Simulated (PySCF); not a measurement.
System: C$_{6}$H$_{8}$N$_{2}$Si (SMILES [H]/N=C(\CC#N)CC#C[SiH3]).

Input file:

```
{"job": {"kind": "uv", "xc": "CAM-B3LYP", "basis": "def2-SVPD", "nstates": 8, "ntriplets": 3}, "charge": 0, "multiplicity": 1}
N      2.776801    -2.457256     0.275400
C      2.300277    -1.450996     0.534830
C      1.707940    -0.169993     0.815906
C      1.509447     0.590503    -0.491271
N      2.118988     1.622037    -0.848485
C      0.465836     0.006078    -1.405112
C     -0.830811     0.007181    -0.752505
C     -1.883660     0.025124    -0.166768
Si    -3.517967     0.050026     0.693195
H      0.733932    -0.327848     1.289642
H      2.361838     0.384100     1.496222
H      2.820792     1.987649    -0.209747
H      0.742685    -1.023919    -1.655859
H      0.424674     0.601061    -2.319771
H     -4.241419     1.250422     0.270517
H     -3.250365     0.084384     2.135299
H     -4.245986    -1.166523     0.328595
```

Command:

```sh
OMP_NUM_THREADS=1 python probes_run.py task.json out
```

Geometry: GFN2-xTB.

The calculation used CAM-B3LYP/def2-SVPD, SCF density, gas phase (PySCF).

Q: What can the converged electron density and electron localisation function tell about the bonding?

A: C–C (1.20 Å): ρ at the midpoint is about 2.7 e/Å³; the ELF peaks at about 0.85 between the atoms: a short, multiple covalent bond.
C–Si (1.85 Å): the density is about 0.94 e/Å³ at the midpoint; the ELF peaks at about 0.95 between the atoms, as expected for a shared electron pair.

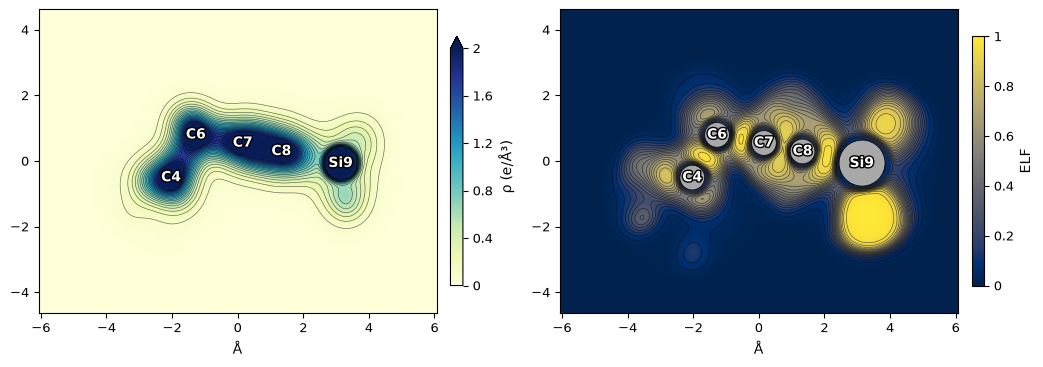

Computed electron density and electron localisation function on the plane of atoms C4, C6 and C7, in this order. Grey discs cover the atomic cores in the ELF map. 
